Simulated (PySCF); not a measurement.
**Two runs on DyH12O6**

System: DyH12O6, charge +4.
Method of run 1: RKS M06-L, Dy lcecp-2-SVP with ECP54, O def2-SVP, H def2-SVP; non-relativistic Hamiltonian with a scalar-relativistic core potential; density fitting (PySCF 2.14.0).

Text and figures count atoms from 1; the logs count them from 0 in places.

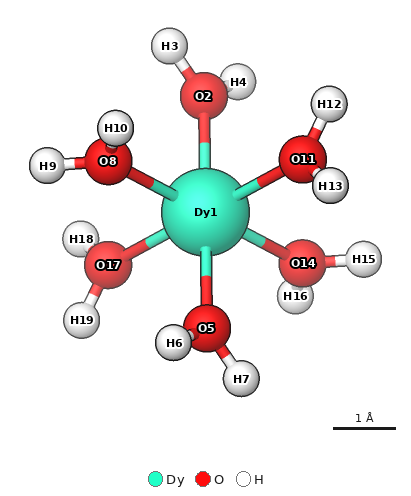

Fig. 1: The structure (ball-and-stick view, seen at a tilt; atoms are numbered from 1 in the order of the input). Sticks mark near contacts. Bond lengths as drawn: Dy–O 2.22 Å and H–O 0.99 Å.

**Input file, run 1**
```python
mol = gto.M(atom='''
Dy     0.00000    -0.00000    -0.00000
O      0.00593    -0.00051     2.21881
H      0.78538    -0.00572     2.83207
H     -0.77023     0.00442     2.83623
O     -0.00593     0.00051    -2.21881
H      0.77024     0.00156    -2.83623
H     -0.78540    -0.00026    -2.83207
O      2.21906    -0.00593    -0.00593
H      2.83232    -0.78542    -0.01075
H      2.83649     0.77026    -0.00441
O      0.00593     2.21878     0.00049
H      0.01159     2.83394     0.77851
H      0.00357     2.83431    -0.77725
O     -2.21906     0.00593     0.00593
H     -2.83233     0.78542     0.00476
H     -2.83648    -0.77026     0.01040
O     -0.00593    -2.21878    -0.00049
H     -0.00743    -2.83430     0.77726
H     -0.00773    -2.83395    -0.77852''',
    basis={'Dy': 'lcecp-2-SVP', 'O': 'def2-SVP', 'H': 'def2-SVP'},
    ecp={'Dy': 'lcecp-2-SVP'},
    charge=4, spin=0)
mf = dft.RKS(mol, xc='M06L')
mf.grids.atom_grid = (75, 302)  # f atoms: at least (60, 302), unpruned
mf = mf.density_fit()  # Dy AutoAux, O def2-universal-JKFIT, H def2-universal-JKFIT
mf.conv_tol = 1e-08; mf.max_cycle = 55
mf.kernel(dm0)
```

The script is an equivalent of the set-up of the self-consistent field. The run itself was carried out by a driver, which started from the orbitals of the step before it where there was one and computed the further properties.

Command:
```bash
OMP_NUM_THREADS=4 python <driver script>
```

Hardware: 4 threads of Arm Neoverse V2, 24 GiB of memory available, shared host.

**Output (run 1)**
```
init E= -500.591871978495
  HOMO = -1.00153939184976  LUMO = -0.790482240140793  gap/eV = 5.74316
cycle= 1 E= -500.59790456082  delta_E= -0.00603  |g|= 0.0116  |ddm|= 0.236
  HOMO = -0.999633077406463  LUMO = -0.790464082536794  gap/eV = 5.69178
cycle= 2 E= -500.59789149942  delta_E= 1.31e-05  |g|= 0.0137  |ddm|= 0.0181
  HOMO = -1.00057415867876  LUMO = -0.790127108876576  gap/eV = 5.72656
cycle= 3 E= -500.597925231445  delta_E= -3.37e-05  |g|= 0.0041  |ddm|= 0.0126
  HOMO = -1.000404387872  LUMO = -0.790445426021671  gap/eV = 5.71327
cycle= 4 E= -500.597928781012  delta_E= -3.55e-06  |g|= 0.000608  |ddm|= 0.00387
  HOMO = -1.0003603872217  LUMO = -0.790305791826651  gap/eV = 5.71588
cycle= 5 E= -500.597928889739  delta_E= -1.09e-07  |g|= 0.000113  |ddm|= 0.000879
  HOMO = -1.00037032034726  LUMO = -0.790338117401681  gap/eV = 5.71527
cycle= 6 E= -500.597928894748  delta_E= -5.01e-09  |g|= 1.17e-05  |ddm|= 0.000177
  HOMO = -1.00037024454072  LUMO = -0.790332988270339  gap/eV = 5.71540
Extra cycle  E= -500.597928894686  delta_E= 6.23e-11  |g|= 1.95e-05  |ddm|= 3.97e-05
converged SCF energy = -500.597928894686
```

The input of run 2 differs as follows (lines with − go, lines with + come):
```diff
-mf = dft.RKS(mol, xc='M06L')
+mf = dft.RKS(mol, xc='B88,P86')
```

What does this change do to the results?

The total energies belong to different methods, so their difference says nothing on which is more stable or more accurate. The largest force goes from 0.094 to 0.515 eV/Å. The HOMO goes from −27.22 to −26.84 eV. The LUMO goes from −21.51 to −21.63 eV. The functional changes from M06L to B88,P86. On the same kind of shared host run 2 took about 0.67 times as long.

**Output (run 2)**
```
init E= -500.711275686159
  HOMO = -0.983581310932922  LUMO = -0.810621524118788  gap/eV = 4.70648
cycle= 1 E= -500.711363736983  delta_E= -8.81e-05  |g|= 0.15  |ddm|= 0.396
  HOMO = -0.992864219714582  LUMO = -0.765058039446729  gap/eV = 6.19892
cycle= 2 E= -500.692710818187  delta_E= 0.0187  |g|= 0.316  |ddm|= 0.485
  HOMO = -0.983625215646535  LUMO = -0.78836984170811  gap/eV = 5.31317
cycle= 3 E= -500.71806476848  delta_E= -0.0254  |g|= 0.0322  |ddm|= 0.282
  HOMO = -0.986558946550735  LUMO = -0.795053279582047  gap/eV = 5.21113
cycle= 4 E= -500.718395346261  delta_E= -0.000331  |g|= 0.00391  |ddm|= 0.0407
  HOMO = -0.986254325348192  LUMO = -0.794984556494875  gap/eV = 5.20472
cycle= 5 E= -500.718398185798  delta_E= -2.84e-06  |g|= 0.000394  |ddm|= 0.00316
  HOMO = -0.986234065295631  LUMO = -0.794913393244081  gap/eV = 5.20610
cycle= 6 E= -500.718398236406  delta_E= -5.06e-08  |g|= 4.4e-05  |ddm|= 0.000509
  HOMO = -0.986235602600012  LUMO = -0.794913981407476  gap/eV = 5.20613
cycle= 7 E= -500.718398236728  delta_E= -3.22e-10  |g|= 1.82e-05  |ddm|= 3.4e-05
  HOMO = -0.986239734516413  LUMO = -0.794913101666384  gap/eV = 5.20626
Extra cycle  E= -500.718398236488  delta_E= 2.39e-10  |g|= 3.94e-05  |ddm|= 3.89e-05
converged SCF energy = -500.718398236488
```

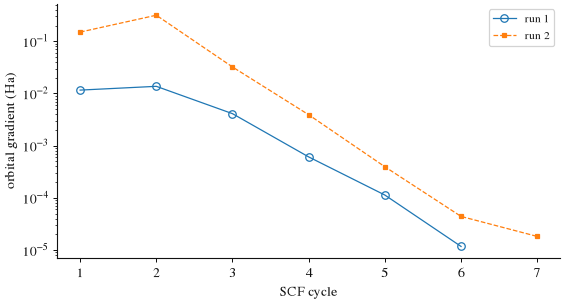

Fig. 2: Convergence of the two runs: orbital gradient against the SCF cycle. Run 1 takes 6 cycles in all, and run 2 takes 7.

**The two runs side by side**

```csv
quantity,run 1,run 2
outcome,converged,converged
total energy (hartree),−500.597929,−500.718398
HOMO (eV),−27.22,−26.84
LUMO (eV),−21.51,−21.63
largest force (eV/Å),0.094,0.515
basis functions,174,174
wall time (shared host),17 s,12 s
```
